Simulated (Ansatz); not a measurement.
**GaSb (F-43m): how the settings move a single-point run**

How sensitive is a single-point run of GaSb (F-43m) to its settings? A reference run comes first, then three runs with altered input.

The COD entry's cell or inner coordinates are ideal or old and differ from later refinements, so a difference from it is no clean test against experiment.

Method: reference: DFT PBE, scalar-relativistic, plane waves, PAW, in Ansatz 0.2.0.

### Step 1. The structure to begin with

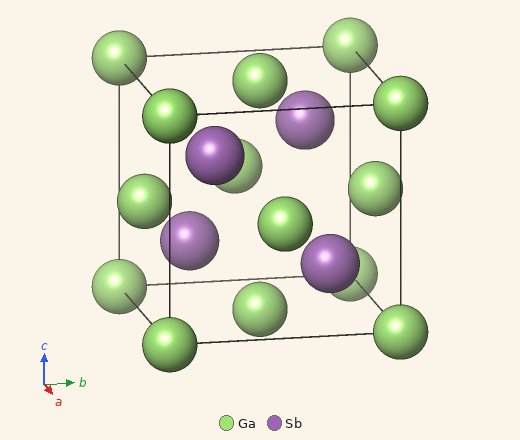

Start, viewed slightly off an axis; gallium green, antimony purple. Atoms on the faces are drawn again on the opposite ones. The cell drawn here is the conventional one.

Structure file:

```
CELL_PARAMETERS angstrom
0.00000 3.05900 3.05900
3.05900 0.00000 3.05900
3.05900 3.05900 0.00000
ATOMIC_POSITIONS crystal
Ga 0.00000 0.00000 0.00000
Sb 0.75000 0.75000 0.75000
```

### Step 2. Reference

Contents of input.yaml:

```yaml
crystal:
  lattice:
    - [0.0, 3.0590005565, 3.0590005565]
    - [3.0590005565, 0.0, 3.0590005565]
    - [3.0590005565, 3.0590005565, 0.0]
  atoms:
    - { symbol: Ga, position: [0.0, 0.0, 0.0] }
    - { symbol: Sb, position: [0.75, 0.75, 0.75] }
basis:
  ecutwfc: 420
  ecutrho_ratio: 4
kpoints:
  mp_grid: { grid: [6, 6, 6] }
hamiltonian:
  xc: pbe
scf:
  occupations: { method: gaussian, width: 0.05 }
output:
  forces: true
  stress: true
  eigenvalues: true
```

Launch:

```sh
ansatz run input.yaml --threads 4 --pin off --max-ram 8192MiB --backend cpu --events-out ev --progress --plain --runs-dir out
```

From the output:

```text
[...]
Basis set: ecut = 420 eV, 1139 PW (Γ), exchange–correlation on 60×60×60 points (8 copies of the dense FFT grid, shifted against one another)
[...]
k-points: 16 of 216 (time reversal used)
[...]
SCF iter   1: F=—  HF=-10267.791015 eV  |F-HF|=—  |Δ(HF+E_count)|=         —  Δρ=1.21e-3  dr2=1.01e-3  ethr=1.77e-3  ⟨swp⟩=6.1  Hψ=1465  notcnv=0
preconditioner: auto → none  [insulator: Δε(μ)=0.371 eV  Ē_g=14.579 eV  σ=0.050 eV  W_gap=0.53  n_scr=14 (ndim 8)  ℏωp=20.8 eV  f_vac=0.091  D(μ)=0.31/eV (n_scr^D=0)  ε∞_Penn≈3.0]
SCF iter   2: F=—  HF=-10267.789695 eV  |F-HF|=—  |Δ(HF+E_count)|=   1.32e-3  Δρ=5.28e-4  dr2=1.79e-4  ethr=3.60e-6  ⟨swp⟩=2.6  Hψ=674  notcnv=0
[...]
SCF iter   5: F=—  HF=-10267.789710 eV  |F-HF|=—  |Δ(HF+E_count)|=   8.36e-6  Δρ=3.83e-5  dr2=8.86e-7  ethr=2.69e-8  ⟨swp⟩=2.2  Hψ=415  notcnv=0
SCF iter   6: F=-10267.789710 eV  HF=-10267.789710 eV  |F-HF|=1.66e-8  |Δ(HF+E_count)|=   5.30e-7  Δρ=1.02e-5  dr2=3.55e-8  ethr=3.57e-10  ⟨swp⟩=3.9  Hψ=1211  notcnv=0
[...]
SCF converged after 6 iterations
Free energy (F): -10267.789710 eV
[...]
E sigma→0 (E₀):  -10267.789520 eV
[...]
Fermi energy:    7.749396 eV
[...]
  P = ⅓ Tr σ = 2.3662 GPa (23.662 kbar)
[...]
```

Wall time 0.59 s (4 threads of Arm Neoverse V1, shared host); peak memory 0.33 GiB.

### Step 3. Changing settings: xc rpbe, occupations.method methfessel_paxton, occupations.width 0.005

input.yaml: that of step 2 with these lines changed.

```diff
@@ -14,5 +14,5 @@
 hamiltonian:
-  xc: pbe
+  xc: rpbe
 scf:
-  occupations: { method: gaussian, width: 0.05 }
+  occupations: { method: methfessel_paxton, width: 0.005 }
 output:
@@ -20,2 +20,5 @@
   stress: true
-  eigenvalues: true
+  write_density: true
+  write_potential: true
+  elf: true
+  volumetric_format: npy
```

Launch:

```sh
ansatz run input.yaml --threads 4 --pin off --max-ram 8192MiB --backend cpu --events-out ev --progress --plain --runs-dir out
```

Log (excerpt; [...] marks lines left out):

```text
Warning: RAYON_NUM_THREADS=4 ignored (pool sized by the plan → 4); use --threads N
[...]
Pseudopotentials: kind: paw
Pseudopotential: Ga, paw, valence charge 13, recommended cutoff 420 eV (normal), Ga.paw.azcp
Pseudopotential: Sb, paw, valence charge 15, recommended cutoff 420 eV (normal), Sb.paw.azcp
Functional definition: RPBE
[...]
Crystal: 2 atoms, lattice volume = 57.249 Å³
Basis set: ecut = 420 eV, 1139 PW (Γ), exchange–correlation on 60×60×60 points (8 copies of the dense FFT grid, shifted against one another)
Bands: 18, of which v1, the nominal top of the filled ones, is band 14 counted from 1 (13 counted from 0)
Symmetry: 24 space group operations
Space group: F-43m (ITA 216), of the structure as read, at distance tolerance 3.9e-5 Å
k-points: 16 of 216 (time reversal used)
[...]
SCF iter   1: F=—  HF=-10282.092134 eV  |F-HF|=—  |Δ(HF+E_count)|=         —  Δρ=3.26e-3  dr2=1.99e-3  ethr=1.77e-3  ⟨swp⟩=6.1  Hψ=1486  notcnv=0
[...]
SCF iter   6: F=-10282.090515 eV  HF=-10282.090515 eV  |F-HF|=8.30e-9  |Δ(HF+E_count)|=   4.18e-7  S|Δr|=    0.00e0  Δρ=1.03e-5  dr2=4.45e-8  ethr=3.57e-10  ⟨swp⟩=6.9  Hψ=1967  notcnv=0
[...]
SCF converged after 6 iterations
Stability not checked: this state was not tested for a lower state beside it, because cold or Methfessel-Paxton smearing, or corrected tetrahedra, fill the levels in a way that the test cannot read (fill_not_monotonic; see scf.lower_state_search)
Free energy (F): -10282.090515 eV
[...]
E sigma→0 (E₀):  -10282.090515 eV
Fermi energy:    7.891844 eV
Step filling:    the computed levels leave a gap of 0.1316 eV = 26.3 smearing widths at the electron count; against every level under it full and every level over it empty, smearing changes F+E_penalty+E_count by +1.24e-77 meV and its σ→0 estimate by -1.07e-75 meV
[...]
--- Forces (eV/Å), atoms counted from 1 ---
  atom   1  Ga    -0.00000000     0.00000000     0.00000000
  atom   2  Sb     0.00000000     0.00000000    -0.00000000
[...]
--- Stress (GPa, compression-positive) ---
        3.869186       0.000000      -0.000000
        0.000000       3.869186       0.000000
       -0.000000       0.000000       3.869186
  P = ⅓ Tr σ = 3.8692 GPa (38.692 kbar)
--- Band table (eV; the first three rows and the last of 16) ---
  k-point 0: bands = ["-20.9416", "-20.9416", "-20.9416", "-20.9228", "-20.9228", "-7.1679", "-7.1679", "-7.1679", "-7.1189", "-7.1189", "-3.6185", "7.8259", "7.8259", "7.8259", "7.9576", "10.6242", "10.6242", "10.6242"]
[...]
```

Run time: 0.92 s. Hardware: 4 threads of Arm Neoverse V1, shared host; peak memory 0.35 GiB.

A change of functional puts the total energy on another scale; the pressure goes from 2.4 to 3.9 GPa and the gap on the mesh goes from 0.03 to 0.13 eV. The smearing changed too.

### Step 4. Changed: occupations.width 0.2, scf.algorithm direct_min, preconditioner none

input.yaml: that of step 2 with these lines changed.

```diff
@@ -16,3 +16,5 @@
 scf:
-  occupations: { method: gaussian, width: 0.05 }
+  occupations: { method: gaussian, width: 0.2 }
+  algorithm: direct_min
+  mixing: { preconditioner: none }
 output:
@@ -20,2 +22,5 @@
   stress: true
-  eigenvalues: true
+  write_density: true
+  write_potential: true
+  elf: true
+  volumetric_format: npy
```

Launch:

```sh
ansatz run input.yaml --threads 4 --pin off --max-ram 8192MiB --backend cpu --events-out ev --progress --plain --runs-dir out
```

Log (excerpt; [...] marks lines left out):

```text
Warning: RAYON_NUM_THREADS=4 ignored (pool sized by the plan → 4); use --threads N
[...]
Pseudopotentials: kind: paw
Pseudopotential: Ga, paw, valence charge 13, recommended cutoff 420 eV (normal), Ga.paw.azcp
Pseudopotential: Sb, paw, valence charge 15, recommended cutoff 420 eV (normal), Sb.paw.azcp
Functional definition: PBE
[...]
Crystal: 2 atoms, lattice volume = 57.249 Å³
Basis set: ecut = 420 eV, 1139 PW (Γ), exchange–correlation on 60×60×60 points (8 copies of the dense FFT grid, shifted against one another)
Bands: 18, of which v1, the nominal top of the filled ones, is band 14 counted from 1 (13 counted from 0)
Symmetry: 24 space group operations
Space group: F-43m (ITA 216), of the structure as read, at distance tolerance 3.9e-5 Å
k-points: 16 of 216 (time reversal used)
[...]
SCF converged after 5 iterations
Stability not checked: this state was not tested for a lower state beside it, because a direct minimisation reached the state, and no test of it is asked (direct_minimisation; see scf.lower_state_search)
Free energy (F): -10267.790962 eV
[...]
E sigma→0 (E₀):  -10267.790000 eV
Entropy (-TS):   -0.001924 eV (-0.962 meV/atom)
Fermi energy:    7.813387 eV
[...]
--- Forces (eV/Å), atoms counted from 1 ---
  atom   1  Ga    -0.00000000     0.00000000    -0.00000000
  atom   2  Sb     0.00000000    -0.00000000     0.00000000
[...]
--- Stress (GPa, compression-positive) ---
        2.399788       0.000000      -0.000000
       -0.000000       2.399788       0.000000
       -0.000000       0.000000       2.399788
  P = ⅓ Tr σ = 2.3998 GPa (23.998 kbar)
--- Band table (eV; the first three rows and the last of 16) ---
  k-point 0: bands = ["-21.0363", "-21.0363", "-21.0363", "-21.0170", "-21.0170", "-7.2891", "-7.2891", "-7.2891", "-7.2399", "-7.2399", "-3.7618", "7.7156", "7.7156", "7.7156", "7.7484", "10.4993", "10.4993", "10.4993"]
[...]
```

It took 1.3 s on 4 threads of Arm Neoverse V1, shared host; peak memory 0.34 GiB.

Changing the smearing, solver and mixing hardly moves the energy: -0.2 meV/atom.

### Step 5. Variant: occupations.width 0.001

input.yaml: that of step 2 with these lines changed.

```diff
@@ -16,3 +16,3 @@
 scf:
-  occupations: { method: gaussian, width: 0.05 }
+  occupations: { method: gaussian, width: 0.001 }
 output:
@@ -20,2 +20,5 @@
   stress: true
-  eigenvalues: true
+  write_density: true
+  write_potential: true
+  elf: true
+  volumetric_format: npy
```

Launch:

```sh
ansatz run input.yaml --threads 4 --pin off --max-ram 8192MiB --backend cpu --events-out ev --progress --plain --runs-dir out
```

Log (excerpt; [...] marks lines left out):

```text
Warning: RAYON_NUM_THREADS=4 ignored (pool sized by the plan → 4); use --threads N
[...]
Pseudopotentials: kind: paw
Pseudopotential: Ga, paw, valence charge 13, recommended cutoff 420 eV (normal), Ga.paw.azcp
Pseudopotential: Sb, paw, valence charge 15, recommended cutoff 420 eV (normal), Sb.paw.azcp
Functional definition: PBE
[...]
Crystal: 2 atoms, lattice volume = 57.249 Å³
Basis set: ecut = 420 eV, 1139 PW (Γ), exchange–correlation on 60×60×60 points (8 copies of the dense FFT grid, shifted against one another)
Bands: 18, of which v1, the nominal top of the filled ones, is band 14 counted from 1 (13 counted from 0)
Symmetry: 24 space group operations
Space group: F-43m (ITA 216), of the structure as read, at distance tolerance 3.9e-5 Å
k-points: 16 of 216 (time reversal used)
[...]
SCF iter   1: F=—  HF=-10267.790776 eV  |F-HF|=—  |Δ(HF+E_count)|=         —  Δρ=1.25e-3  dr2=9.29e-4  ethr=1.77e-3  ⟨swp⟩=6.1  Hψ=1486  notcnv=0
[...]
SCF iter   6: F=-10267.789482 eV  HF=-10267.789482 eV  |F-HF|=2.47e-8  |Δ(HF+E_count)|=   3.25e-7  Δρ=4.32e-6  dr2=9.82e-9  ethr=3.57e-10  ⟨swp⟩=10.2  Hψ=2146  notcnv=0
[...]
SCF converged after 6 iterations
Free energy (F): -10267.789482 eV
[...]
E sigma→0 (E₀):  -10267.789482 eV
Fermi energy:    7.731647 eV
[...]
--- Forces (eV/Å), atoms counted from 1 ---
  atom   1  Ga    -0.00000000     0.00000000    -0.00000000
  atom   2  Sb     0.00000000     0.00000000     0.00000000
[...]
--- Stress (GPa, compression-positive) ---
        2.271488      -0.000000      -0.000000
       -0.000000       2.271488       0.000000
       -0.000000       0.000000       2.271488
  P = ⅓ Tr σ = 2.2715 GPa (22.715 kbar)
--- Band table (eV; the first three rows and the last of 16) ---
  k-point 0: bands = ["-21.0355", "-21.0355", "-21.0355", "-21.0162", "-21.0162", "-7.2957", "-7.2957", "-7.2957", "-7.2466", "-7.2466", "-3.7616", "7.7159", "7.7159", "7.7159", "7.7474", "10.4985", "10.4985", "10.4985"]
[...]
```

Wall time 0.85 s (4 threads of Arm Neoverse V1, shared host); peak memory 0.34 GiB.

Changing the smearing leaves the energy as it was (0.0 meV/atom).

### Step 6. All runs together

```tsv
run	ending	energy change	pressure (GPa)	gap (eV)	force (eV/Å)	cycles	time
reference	converged	0	2.4	0.03	0.00	6	0.59 s
1: xc rpbe, occupations.method methfessel_paxton, occupations.width 0.005	converged	not comparable	3.9	0.13	0.00	6	0.92 s
2: occupations.width 0.2, scf.algorithm direct_min, preconditioner none	converged	-0.2 meV/atom (σ→0)	2.4	0.03	0.00	5	1.3 s
3: occupations.width 0.001	converged	0.0 meV/atom (σ→0)	2.3	0.03	0.00	6	0.85 s
```

Times don't compare one to one where runs were asked for different outputs or read a saved state (see the inputs); cycles may leave out searches for a lower state.

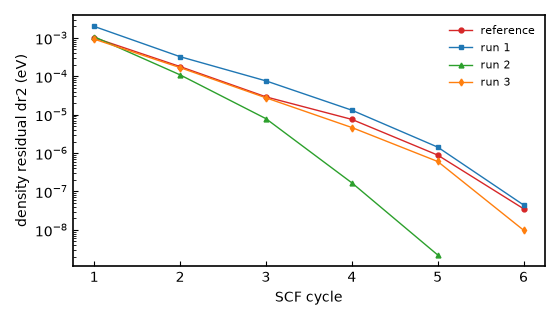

Residual by cycle in the longest SCF loop of each run; runs are numbered as in the table.

Of the converged runs whose energies compare with the reference's, «occupations.width 0.2, scf.algorithm direct_min, preconditioner none» moves the energy most (-0.2 meV/atom) and «occupations.width 0.001» least (0.0 meV/atom).

Spin-orbit coupling is left out, though the cell holds Sb; it can move the gap.
